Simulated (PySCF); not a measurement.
# F3HSi, SMILES `F[SiH](F)F`: electronic structure

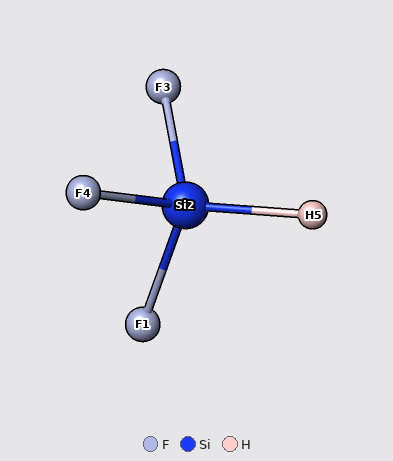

The molecule, with its atoms numbered as below. No frequency check shows the geometry to be a minimum.

Cartesian coordinates (Å):

```
F1      -1.3966   -0.3952   -0.2571
Si2     -0.0000    0.0000    0.3676
F3       1.0406   -1.0118   -0.2571
F4       0.3560    1.4071   -0.2571
H5       0.0001   -0.0000    1.7954
```

## 1. Bonding charge

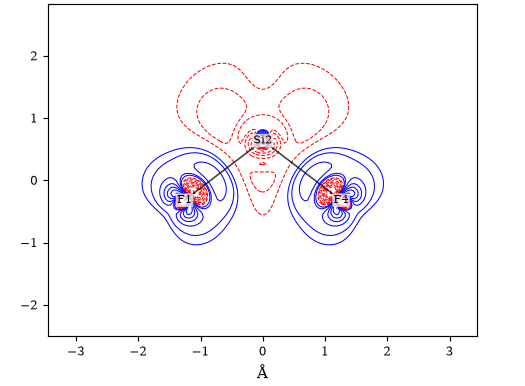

Deformation density (molecule less spherical, spin-averaged free atoms) in the plane of F1, Si2 and F4; contours at ±0.05 to ±0.8 e/Å³; solid blue lines: gain, dashed red lines: loss.

Computed with PySCF, PBE0/def2-SVPD, geometry: GFN2-xTB.

Q: How much density has each bond in this plane gained at its critical point, relative to the free atoms?

A: F1–Si2 and Si2–F4: 0.01 e/Å³ at the bond critical point (bond length 1.58 Å); up to 0.6 Å beside the axis the gain reaches +0.27 e/Å³. In all, 1.2 electrons gather in the regions of gain relative to the promolecule. A small or negative value marks a very polar bond, one between electron-rich atoms, whose free-atom densities already overlap strongly, a long bond to a heavier atom, or a closed-shell contact such as a hydrogen bond.

## 2. Local ionisation energy

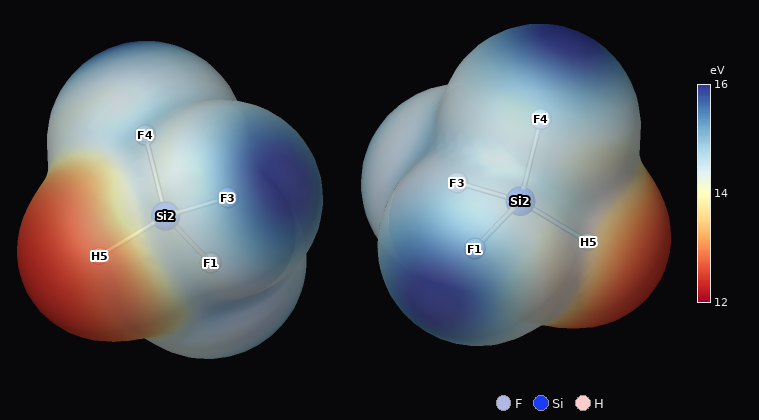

Average local ionisation energy on the surface of electron density 0.001 a.u. (back view left, front view right).

Q: Where are the most loosely bound electrons on this surface?

A: The lowest value is 12.4 eV, 1.4 Å from H5. Further minima include 14.3 eV, 1.7 Å from F3, and at like points elsewhere. For comparison, the highest occupied orbital lies at −11.7 eV.

Q: What volume does the surface enclose, and what is the dipole moment?

A: About 68 Å³; the dipole moment is 2.0 D.

## 3. Excited states

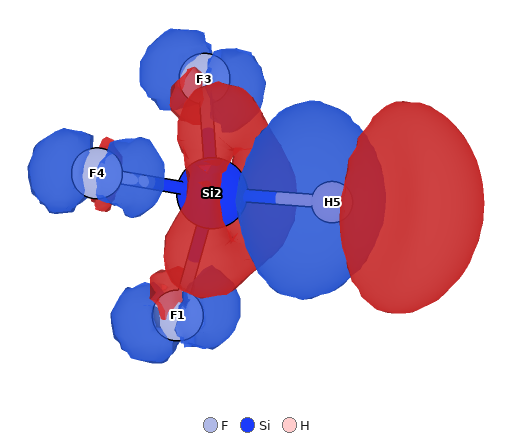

Unrelaxed difference density of S₃ less the ground state (TDHF singlet states), ±0.03 e/Å³; red: gain, blue: loss.

PySCF calculation, HF/def2-TZVP, gas phase; geometry: GFN2-xTB. Without diffuse functions Rydberg states are missing, so the states' numbers hold for this basis only.

Q: How does the charge move on excitation?

A: 0.65 e is displaced in all, of which about 0.1 e passes between atoms: H5 (0.06 e) loses electrons and Si2 (0.14 e) gains them. The state: 13.80 eV (90 nm), f = 0.751 (bright), partly diffuse acceptor orbital, which a basis without diffuse functions describes poorly; the leading pair carries 94 %; hole on H5 (40 %), Si2 (34 %) and F1, F3 and F4 (9 % each), electron on Si2 (48 %), H5 (34 %) and F1, F3 and F4 (6 % each) (atom shares of so diffuse an orbital are rough); their centroids lie 0.3 Å apart.

## 4. In an electric field

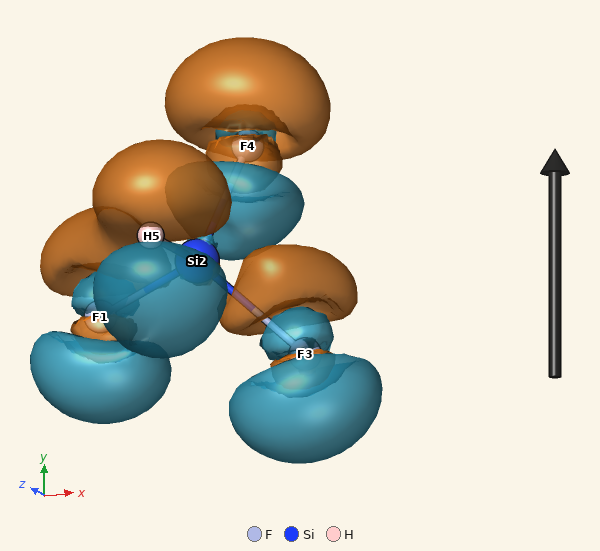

Change of the electron density in a uniform field of 0.51 V/Å along +y (arrow), surfaces at ±0.003 e/Å³ (light blue: gain, orange: loss).

Level of theory: TPSS/def2-SVPD (PySCF), at a geometry from GFN2-xTB.

Q: What dipole is induced, and what polarisability does it imply?

A: The induced dipole is 0.63 D (along the field); α along this axis, from the fields in both directions, is 25 bohr³ (3.7 Å³).

Q: Which atoms gain and lose the most charge?

A: Electrons gather most on F3 (Hirshfeld charge changes by −0.014 e) and leave F4 most (+0.020 e); 0.069 electrons are displaced in all.

## 5. Removing or adding an electron

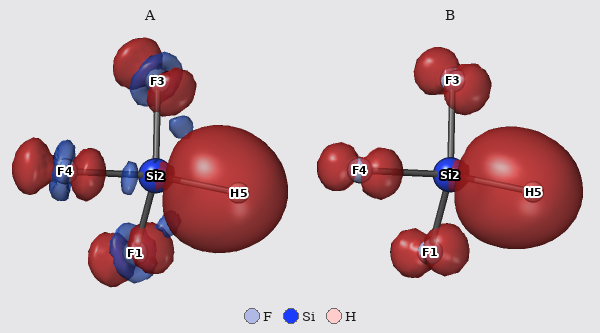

The Fukui function f⁻ from two separate SCF calculations and the density of the HOMO, at ±0.06 e/Å³ (red positive, blue negative).

Computed with PySCF, HF/6-31+G*, geometry: GFN2-xTB.

Q: Which panel is which, and how good is the frozen-orbital picture?

A: A is f⁻ (it has negative regions), B the HOMO density. The HOMO lies on H5 (40 %), Si2 (33 %) and F1, F3 and F4 (9 % each); f⁻ (Hirshfeld-condensed) is largest on H5 (0.37) and Si2 (0.30); the vertical ionisation energy is 14.86 eV. Relaxation shifts 6 % of the electron between atoms. The orbital energy is −15.94 eV.

## 6. Localised orbitals

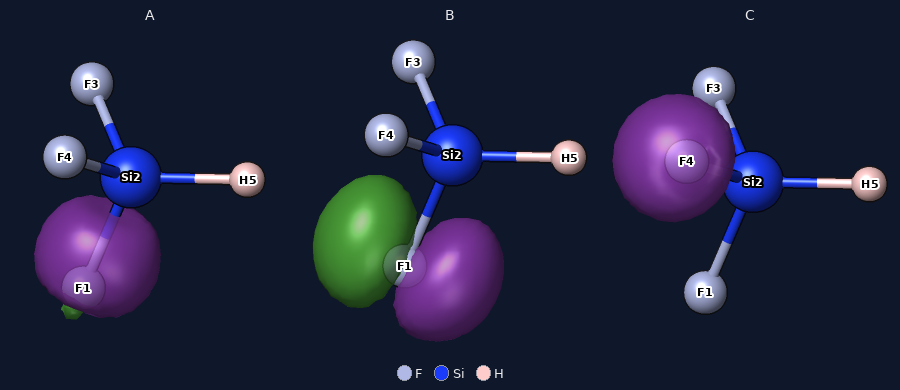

Pipek–Mezey orbitals, occupied; each surface holds about 85 % of the orbital's density. Energies are diagonal elements of the Fock matrix.

PySCF calculation, B3LYP/aug-cc-pVDZ, gas phase; geometry: GFN2-xTB.

Q: What does each orbital represent in a Lewis picture?

A: By panel:
- A: pair mostly on F1, shared in part with Si2 (F1 82 %, Si2 17 %; −26.3 eV)
- B: lone pair on F1 (p-type) (F1 96 %; −12.7 eV)
- C: lone pair on F4 (sp0.8-type) (F4 99 %; −21.8 eV)

Q: Which has the smallest and which the largest spatial spread?

A: Smallest: C (0.60 Å); largest: B (0.75 Å).

The PySCF runs shown took 7.3 s, 95 s, 27 s, 8.7 s and 6.8 s on 1 thread of Intel(R) Xeon(R) Platinum 8259CL CPU @ 2.50GHz (Skylake/Cascade Lake) (shared host).
